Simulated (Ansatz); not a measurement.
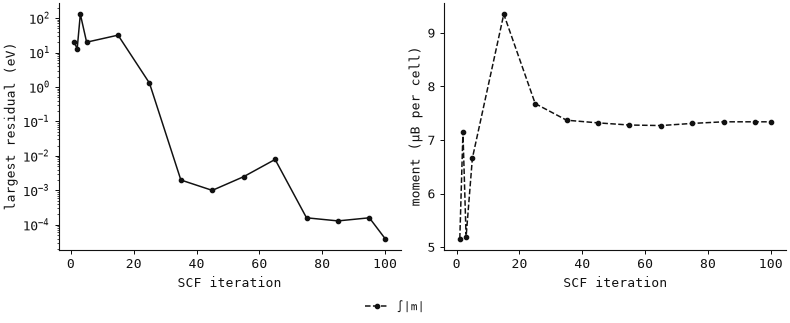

The plot shows the SCF iterations of a calculation: largest residual, magnetic moments. Only some iterations were kept.

Co (3 atoms in the cell); Ansatz development build ahead of 0.2.0, DFT, PBE, fully relativistic norm-conserving potentials, plane waves, spin-orbit coupling; cutoff 800 eV, 1×1×1 k-mesh, Gaussian smearing of 0.05 eV.
Setting under test: residual threshold 1.0e-05 eV, default search for lower states.

Did the calculation converge?

It did not converge: it stopped after 100 iterations. The residual first shoots up to about 130 before step 3. It then comes down slowly and unevenly, and has reached only 4 × 10⁻⁵ when the run stops.

How do the moments develop?

The integral of |m| goes from 5.2 to 7.3 μB per cell, with excursions between 5.2 and 9.3 on the way, though in an unconverged run this needn't be final.
